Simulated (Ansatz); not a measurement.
**A computed series for TiPt3: response to strain**

The reference is TiPt$_{3}$ in the Cu3Au type structure (space group Pm-3m, No. 221; a = 3.900 Å; relaxed with 0.1 eV smearing).

Strains are applied to the cell and any free atomic positions relax.

Computed with PBEsol in Ansatz (plane waves to 420 eV, PAW, without spin-orbit coupling).

Notes on the quantities. energy relative to the base: free energy F.

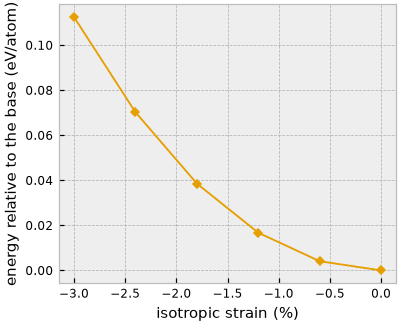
Figure. Energy relative to the base against isotropic strain

### Question
From the plot, what is the energy relative to the base for isotropic strain −1.80 %?

### Answer
About 0.039 eV/atom.

### Question
Is the trend monotonic over the range shown?

### Answer
Yes, it falls throughout, spanning 0 meV/atom to +112 meV/atom.

Whether these cells are dynamically stable was not tested. All final runs are without spin polarisation.

Ansatz is a quantum-chemistry and plane-wave program.
